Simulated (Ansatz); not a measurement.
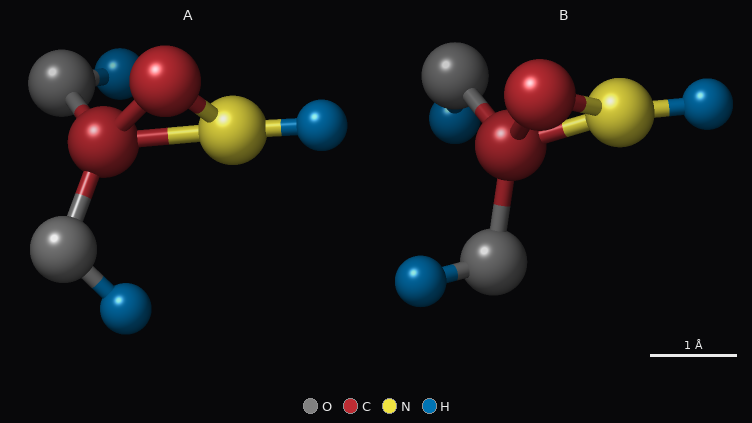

Two geometries of C2H3NO2, drawn at one scale. One is the start of a relaxation, the other its converged end. A ball-and-stick model, seen at a tilt.

All numbers below come from Ansatz 0.2.0, RKS PBE/def2-SVP. Settings: no spin polarisation; force threshold 0.02 eV/Å; at most 50 steps.

Q: Which of the two is the end point?

A: Structure B is the relaxed one. The run prepares an end point of a later path (hydrogen shift) calculation, from a guessed geometry. Over 26 accepted moves (28 points after the start) the energy falls by 143.1 kJ/mol. Largest force component: 5.9 eV/Å at the start, 0.016 eV/Å at the end. The line search rejected the trial steps at points 14, 24 of the run. The largest move after the best rigid fit is that of an H atom, 1.00 Å. Largest moves by element: H 1.00 Å, O 0.83 Å, C 0.39 Å, N 0.33 Å. Near-neighbour distances that change, for instance: C–C 1.365 → 1.543 Å, C–N 1.515 → 1.409 Å, C–N 1.250 → 1.316 Å, H–O 1.018 → 0.978 Å. Bond angles that change, for instance: C–N–H 178.1° → 149.8°, C–N–H 122.7° → 141.3°, C–C–N 70.7° → 58.4°. Groups turn about C–O by about 160°, C–O by about 85°. The run took 63 s on 2 threads of Arm Neoverse N1, on a shared host, peak memory 0.15 GiB.
